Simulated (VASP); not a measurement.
Band structure of MnF₂ (rutile). Calculation: PBE GGA with D4 dispersion, VASP's PBE PAW potentials (set 64) (plane waves; VASP).

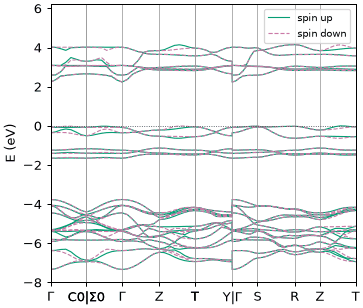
*Bands along high-symmetry lines, zero at the valence-band maximum or, without a gap, the Fermi level*

Question: Read the plot: is there a gap, and where are the band edges?

Answer: The gap is indirect, 2.24 eV, from the valence maximum at Z-A0 at 0.57 to the conduction minimum at Γ. (Edges off the drawn lines would not show.)

The compound is MnF2 in the rutile structure. It was relaxed first.
